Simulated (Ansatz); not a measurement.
## Two runs on CH₄FNO₂Si

System: CH₄FNO₂Si, SMILES O[SiH]1NC(F)O1.
Method of run A: RKS PBE-D4/def2-TZVPP (Ansatz 0.2.0).

The geometry comes from this level: PBE0-D4/def2-TZVP. Text and figures count atoms from 1; the logs count them from 0 in places.

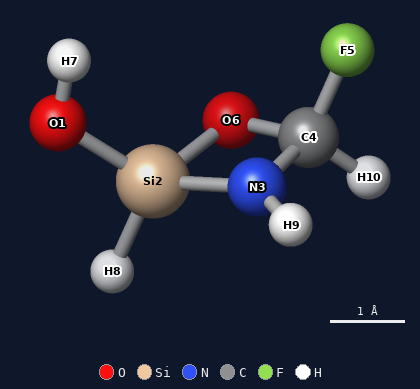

Fig. 1: The structure as given in the input (ball-and-stick view, seen at a tilt; atoms are numbered from 1 in the order of the input).

Input, run A:
```yaml
crystal:
  periodic: [false, false, false]
  atoms:
    - {symbol: O, position_ang: [-1.056606, -2.011645, -0.016312]}
    - {symbol: Si, position_ang: [0.054529, -0.913008, -0.447910]}
    - {symbol: N, position_ang: [0.682754, 0.174844, 0.715033]}
    - {symbol: C, position_ang: [0.158423, 1.260673, -0.046116]}
    - {symbol: F, position_ang: [-0.750384, 2.008354, 0.656331]}
    - {symbol: O, position_ang: [-0.494626, 0.547514, -1.063966]}
    - {symbol: H, position_ang: [-1.765281, -1.719666, 0.562185]}
    - {symbol: H, position_ang: [0.974159, -1.656994, -1.321353]}
    - {symbol: H, position_ang: [1.393214, 0.286793, 1.412941]}
    - {symbol: H, position_ang: [0.886918, 1.971834, -0.447835]}
basis:
  gaussian: {orbitals: def2-TZVPP}
hamiltonian: {xc: pbe, dispersion: d4}
output: {forces: true, orbitals: {seedname: orbitals}}
```

Command:
```bash
ansatz run in.yaml --threads 4 --pin off --events-out ev --progress --plain --max-ram 10444MiB
```

Hardware: 4 threads of Arm Neoverse V2, 23 GiB of memory available, shared host.

Output (run A):
```
Functional definition: PBE
  parameter kappa = 0.804
  parameter beta = 0.06672455060314922
  exchange = pbe_x(kappa = kappa, mu = beta*pi^2/3)
  correlation = pbe_c(beta = beta)
1317 factors; their error is unknown
mean field evaluation 1: about -17258.5574 eV, gradient 9.6e1 eV
mean field evaluation 2: about -17212.8438 eV, gradient 1.7e2 eV
mean field evaluation 4: about -17273.6019 eV, gradient 1.4e1 eV
mean field evaluation 8: about -17273.9381 eV, gradient 9.4e-2 eV
mean field evaluation 16: about -17273.9084 eV, gradient 2.7e-4 eV
mean field -17273.90843417 eV, -634.8044262800 hartree, gradient 3.0e-5 eV, S^2 0.000000; 0 other end points of the search recorded, 0 dependent functions left out
the calculation of the forces begins
reference -17273.90847229 eV, -634.8044276808 hartree; 28, 28 occupied and 225, 225 virtual orbitals, 1317 factors
Total energy: -17274.12353066 eV, -634.8123309303 hartree
Atom 0 at    -1.056606    -2.011645    -0.016312 Å, force    -0.050888    -0.565871    -0.140686 eV/Å
Atom 1 at     0.054529    -0.913008    -0.447910 Å, force     0.278452    -0.204267    -0.085816 eV/Å
Atom 2 at     0.682754     0.174844     0.715033 Å, force     0.113589    -0.128868     0.277014 eV/Å
Atom 3 at     0.158423     1.260673    -0.046116 Å, force     0.429991     0.024059    -0.049892 eV/Å
Atom 4 at    -0.750384     2.008354     0.656331 Å, force    -0.530588     0.489936     0.419989 eV/Å
Atom 5 at    -0.494626     0.547514    -1.063966 Å, force    -0.478729     0.147837    -0.747396 eV/Å
Atom 6 at    -1.765281    -1.719666     0.562185 Å, force    -0.326238     0.129998     0.268569 eV/Å
Atom 7 at     0.974159    -1.656994    -1.321353 Å, force     0.098901    -0.106876    -0.104542 eV/Å
Atom 8 at     1.393214     0.286793     1.412941 Å, force     0.273541     0.036361     0.270407 eV/Å
Atom 9 at     0.886918     1.971834    -0.447835 Å, force     0.191969     0.177691    -0.107647 eV/Å
Dipole moment:     0.338107    -0.150532     0.269583 e Å
```

For run B the input was changed thus:
```diff
-hamiltonian: {xc: pbe, dispersion: d4}
+hamiltonian: {xc: {name: B3LYP}, dispersion: d4}
```

What does this change do to the results?

The total energies belong to different models, so their difference says nothing on which is more stable or more accurate. The largest force goes from 0.900 to 0.484 eV/Å. The HOMO goes from −6.56 to −7.82 eV. The LUMO goes from −0.28 to 0.31 eV. The dipole moment goes from 2.20 to 2.33 D.

Output (run B):
```
Functional definition: B3LYP
  parameter a0 = 0.2
  parameter ax = 0.72
  parameter ac = 0.81
  exchange = (1 - a0 - ax)*slater_x + ax*b88_x + a0*exact_x
  correlation = (1 - ac)*vwn_rpa_c + ac*lyp_c
1320 factors; their error is unknown
mean field evaluation 1: about -17275.9340 eV, gradient 8.8e1 eV
mean field evaluation 2: about -17257.7001 eV, gradient 1.3e2 eV
mean field evaluation 4: about -17288.3185 eV, gradient 7.3e0 eV
mean field evaluation 8: about -17288.4036 eV, gradient 1.4e-1 eV
mean field evaluation 16: about -17288.4266 eV, gradient 7.1e-3 eV
mean field -17288.42664603 eV, -635.3379607253 hartree, gradient 4.5e-5 eV, S^2 0.000000; 0 other end points of the search recorded, 0 dependent functions left out
the calculation of the forces begins
reference -17288.42689010 eV, -635.3379696946 hartree; 28, 28 occupied and 225, 225 virtual orbitals, 1320 factors
Total energy: -17288.77366565 eV, -635.3507134609 hartree
Atom 0 at    -1.056606    -2.011645    -0.016312 Å, force    -0.093919    -0.069596     0.045654 eV/Å
Atom 1 at     0.054529    -0.913008    -0.447910 Å, force     0.176358    -0.260761    -0.184465 eV/Å
Atom 2 at     0.682754     0.174844     0.715033 Å, force     0.139251    -0.117319     0.171546 eV/Å
Atom 3 at     0.158423     1.260673    -0.046116 Å, force     0.368625     0.291468    -0.113937 eV/Å
Atom 4 at    -0.750384     2.008354     0.656331 Å, force    -0.280579     0.257293     0.222562 eV/Å
Atom 5 at    -0.494626     0.547514    -1.063966 Å, force    -0.155357    -0.068798    -0.263376 eV/Å
Atom 6 at    -1.765281    -1.719666     0.562185 Å, force    -0.046171    -0.037380     0.020306 eV/Å
Atom 7 at     0.974159    -1.656994    -1.321353 Å, force    -0.058965     0.050938     0.061142 eV/Å
Atom 8 at     1.393214     0.286793     1.412941 Å, force     0.004260    -0.000110     0.008785 eV/Å
Atom 9 at     0.886918     1.971834    -0.447835 Å, force    -0.053503    -0.045736     0.031784 eV/Å
Dipole moment:     0.373412    -0.159821     0.265011 e Å
```

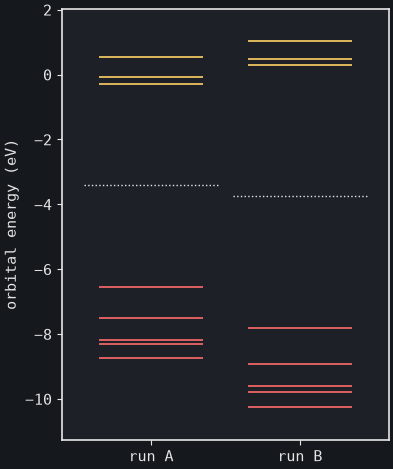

Fig. 2: The five highest filled and three lowest empty orbital energies of the two runs; the dotted lines part filled from empty levels. The HOMO–LUMO gap is 6.28 eV in run A and 8.13 eV in run B.

The two runs side by side:

```csv
quantity,run A,run B
outcome,converged,converged
total energy (hartree),−634.812331,−635.350713
HOMO (eV),−6.56,−7.82
LUMO (eV),−0.28,0.31
dipole moment (D),2.20,2.33
largest force (eV/Å),0.900,0.484
basis functions,253,253
wall time (shared host),2 s,3.7 s
```
